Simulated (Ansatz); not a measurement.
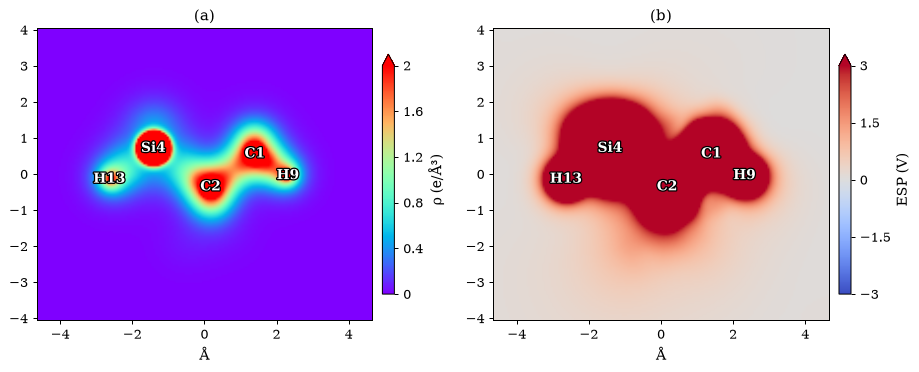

C$_{4}$H$_{10}$OSi. (a) total electron density; (b) molecular electrostatic potential on the plane of atoms C1, C2 and Si4.

Theory: RKS PBE0/6-31G* in Ansatz 0.2.0.

```xyz
16

C    -0.8805   -1.0006    0.8480
C    -0.0193    0.0744    0.1847
C     1.4753   -0.1025    0.4925
Si   -0.2544   -0.0116   -1.7164
C    -0.4642    1.4517    0.5905
O    -1.5239    1.7165    1.1097
H    -0.6060   -2.0017    0.4976
H    -1.9437   -0.8376    0.6508
H    -0.7446   -0.9747    1.9365
H     2.0809    0.7061    0.0657
H     1.8532   -1.0493    0.0921
H     1.6458   -0.1118    1.5768
H     0.5078    1.0808   -2.3861
H     0.2755   -1.3245   -2.1814
H    -1.6937    0.1027   -2.0744
H     0.2689    2.2596    0.3579
```

Describe what can be read from this map.

Answer. The plane passes through C, Si and H nuclei.
C–C (1.53 Å): ρ at the midpoint is about 1.6 e/Å³.
C–Si (1.92 Å): ρ at the midpoint is about 0.89 e/Å³.
C–H (1.10 Å): ρ at the midpoint is about 1.9 e/Å³.
Si–H (1.49 Å): ρ is about 0.77 e/Å³ halfway.
The potential has no marked negative region in this plane.
